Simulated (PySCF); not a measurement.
## C2H9NO2Si2: a changed input and its effect

System: C2H9NO2Si2, SMILES CC(=O)N[SiH2]O[SiH3].
Method of the first run: GIAO PBE0/pcSseg-1 NMR shielding, non-relativistic, gas phase (PySCF 2.14.0).

The geometry comes from this level: PBE0-D3(BJ)/def2-SVP. Text and figures count atoms from 1; the logs count them from 0 in places.

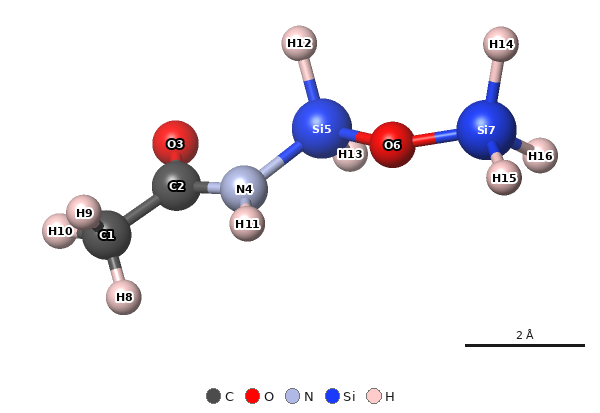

Figure 1. The input geometry (ball-and-stick view, seen at a tilt; atoms are numbered from 1 in the order of the input).

### Input file, the first run
```
{"job": {"kind": "nmr", "xc": "PBE0", "basis": "pcSseg-1"}, "charge": 0, "multiplicity": 1}
C      2.802423     0.587090     1.515352
C      1.758846    -0.309121     0.901903
O      1.834242    -1.527374     0.905892
N      0.673080     0.277209     0.323047
Si    -0.512652    -0.852508    -0.336413
O     -1.688322     0.163540    -0.922903
Si    -3.085836     0.286030    -1.802338
H      3.141033     1.347652     0.795682
H      2.383019     1.113124     2.387053
H      3.653760    -0.023061     1.837369
H      0.570576     1.284873     0.301387
H     -1.086795    -1.717256     0.726625
H      0.058050    -1.649414    -1.454139
H     -4.211255    -0.395310    -1.094133
H     -3.409215     1.731597    -1.966788
H     -2.913506    -0.340497    -3.148363
```

The first line tells a small driver script what to run in PySCF; the rest is the geometry in Å.

Command:
```bash
OMP_NUM_THREADS=1 python <driver script> task.json out
```

Hardware: 1 CPU thread, shared host.

### Output (the first run)
```
coarse grid: 14240 points
cycle   1  E = -865.0430793226  dE =  7.706e-01  |g| = 1.082e+00  |ddm| = 3.566e+00
cycle   2  E = -864.4465793642  dE =  5.965e-01  |g| = 2.051e+00  |ddm| = 2.511e+00
cycle   3  E = -865.2455686317  dE = -7.990e-01  |g| = 2.765e-01  |ddm| = 1.924e+00
cycle   4  E = -865.2586769355  dE = -1.311e-02  |g| = 1.124e-01  |ddm| = 2.523e-01
cycle   5  E = -865.2608582821  dE = -2.181e-03  |g| = 3.266e-02  |ddm| = 9.622e-02
cycle   6  E = -865.2610775390  dE = -2.193e-04  |g| = 5.951e-03  |ddm| = 2.858e-02
cycle   7  E = -865.2610829508  dE = -5.412e-06  |g| = 2.273e-03  |ddm| = 4.930e-03
final grid: 128024 points
cycle   8  E = -865.3187609730  dE =  4.094e-06  |g| = 1.502e-02  |ddm| = 1.796e-02
cycle   9  E = -865.3186463999  dE =  1.146e-04  |g| = 2.892e-02  |ddm| = 2.820e-02
cycle  10  E = -865.3188013487  dE = -1.549e-04  |g| = 2.316e-03  |ddm| = 1.996e-02
cycle  11  E = -865.3188023023  dE = -9.535e-07  |g| = 3.591e-04  |ddm| = 1.710e-03
cycle  12  E = -865.3188023227  dE = -2.039e-08  |g| = 1.310e-04  |ddm| = 3.256e-04
cycle  13  E = -865.3188023262  dE = -3.577e-09  |g| = 2.764e-05  |ddm| = 1.083e-04
cycle  14  E = -865.3188023264  dE = -1.205e-10  |g| = 1.067e-05  |ddm| = 2.393e-05
converged SCF energy = -865.3188023264

GIAO shielding tensors (ppm)
atom      isotropic    diamagn.    paramagn.     s11        s22        s33       span
  0 C      160.918     248.768     -87.850    137.012    152.956    192.787     55.775
  1 C        6.360     247.245    -240.885    -76.066      1.063     94.082    170.147
  2 O     -125.529     403.442    -528.971   -411.812   -233.526    268.750    680.562
  3 N      136.910     331.884    -194.974     36.325    133.368    241.037    204.712
  4 Si     384.246     880.813    -496.567    363.771    382.357    406.609     42.839
  5 O      317.574     401.735     -84.161    262.413    332.056    358.253     95.839
  6 Si     390.490     878.129    -487.639    347.659    353.744    470.067    122.408
  7 H       29.346      28.146       1.200     25.761     28.775     33.502      7.741
  8 H       29.186      27.775       1.411     25.856     28.224     33.479      7.623
  9 H       29.520      25.964       3.556     25.782     27.800     34.978      9.196
 10 H       27.043      36.758      -9.715     22.232     28.004     30.895      8.663
 11 H       25.968      30.704      -4.736     22.409     25.126     30.369      7.960
 12 H       25.960      30.714      -4.754     22.421     25.156     30.302      7.881
 13 H       26.183      27.551      -1.368     23.036     24.511     31.000      7.964
 14 H       26.313      28.145      -1.832     22.986     24.802     31.152      8.166
 15 H       26.172      27.662      -1.490     23.071     24.567     30.878      7.807
```

The input of the second run differs as follows (lines with − go, lines with + come):
```diff
-"xc": "PBE0"
+"xc": "HF"
+"pop": false
```

What does this change do to the results?

The total energies belong to different methods, so their difference says nothing on which is more stable or more accurate. The HOMO goes from −7.69 to −11.28 eV. The LUMO goes from 0.21 to 3.55 eV. The dipole moment goes from 3.19 to 3.50 D. Of all shieldings, the largest change is that of Si5, by +49.2 ppm. The method changes from PBE0 to HF. The SCF takes 11 iterations against 14.

### Output (the second run)
```
final grid: 128024 points
cycle   1  E = -862.8783386692  dE =  9.326e-01  |g| = 9.272e-01  |ddm| = 3.468e+00
cycle   2  E = -862.9956646772  dE = -1.173e-01  |g| = 6.877e-01  |ddm| = 1.102e+00
cycle   3  E = -863.0784418422  dE = -8.278e-02  |g| = 8.293e-02  |ddm| = 4.833e-01
cycle   4  E = -863.0809173414  dE = -2.475e-03  |g| = 3.242e-02  |ddm| = 1.123e-01
cycle   5  E = -863.0811918716  dE = -2.745e-04  |g| = 8.933e-03  |ddm| = 3.835e-02
cycle   6  E = -863.0812400526  dE = -4.818e-05  |g| = 4.244e-03  |ddm| = 1.658e-02
cycle   7  E = -863.0812524698  dE = -1.242e-05  |g| = 1.666e-03  |ddm| = 1.033e-02
cycle   8  E = -863.0812542862  dE = -1.816e-06  |g| = 5.932e-04  |ddm| = 3.822e-03
cycle   9  E = -863.0812544648  dE = -1.785e-07  |g| = 1.457e-04  |ddm| = 1.109e-03
cycle  10  E = -863.0812544773  dE = -1.254e-08  |g| = 4.273e-05  |ddm| = 2.634e-04
cycle  11  E = -863.0812544782  dE = -8.874e-10  |g| = 1.355e-05  |ddm| = 6.225e-05
converged SCF energy = -863.0812544782

GIAO shielding tensors (ppm)
atom      isotropic    diamagn.    paramagn.     s11        s22        s33       span
  0 C      167.465     245.440     -77.975    145.672    160.300    196.423     50.751
  1 C        5.417     245.063    -239.646    -87.707     -6.485    110.442    198.149
  2 O      -98.323     403.435    -501.757   -370.370   -234.489    309.891    680.261
  3 N      156.064     333.735    -177.671     53.401    157.455    257.335    203.935
  4 Si     433.453     876.949    -443.495    412.859    442.667    444.834     31.975
  5 O      329.832     404.844     -75.012    298.767    334.174    356.555     57.788
  6 Si     438.856     874.068    -435.212    406.827    412.801    496.940     90.114
  7 H       29.803      27.848       1.955     26.012     28.942     34.456      8.444
  8 H       29.625      27.476       2.149     26.103     28.313     34.459      8.356
  9 H       29.625      25.961       3.664     25.312     27.928     35.635     10.323
 10 H       27.523      36.862      -9.339     22.047     28.424     32.097     10.051
 11 H       27.023      31.110      -4.086     23.274     26.179     31.617      8.344
 12 H       27.014      31.131      -4.117     23.278     26.214     31.549      8.271
 13 H       27.155      27.880      -0.725     23.938     25.472     32.054      8.116
 14 H       27.241      28.402      -1.161     23.855     25.638     32.230      8.376
 15 H       27.147      27.983      -0.837     23.952     25.555     31.933      7.980
```

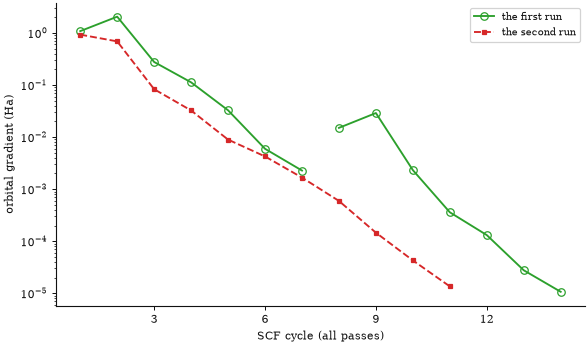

Figure 2. Convergence of the two runs: orbital gradient against the SCF cycle. A break in a curve parts two SCF passes (coarse and final grid). The first run takes 14 cycles in all, and the second run takes 11.

### The two runs side by side

| quantity | the first run | the second run |
| --- | --- | --- |
| outcome | converged | converged |
| total energy (hartree) | −865.318802 | −863.081254 |
| HOMO (eV) | −7.69 | −11.28 |
| LUMO (eV) | 0.21 | 3.55 |
| dipole moment (D) | 3.19 | 3.50 |
| shielding of C1 (ppm) | 160.9 | 167.5 |
| shielding of O3 (ppm) | −125.5 | −98.3 |
| shielding of N4 (ppm) | 136.9 | 156.1 |
| shielding of Si5 (ppm) | 384.2 | 433.5 |
| shielding of O6 (ppm) | 317.6 | 329.8 |
| shielding of Si7 (ppm) | 390.5 | 438.9 |
| shielding of H12 (ppm) | 26.0 | 27.0 |
| SCF iterations | 14 | 11 |
| basis functions | 178 | 178 |
| wall time (shared host) | 54 s | 27 s |
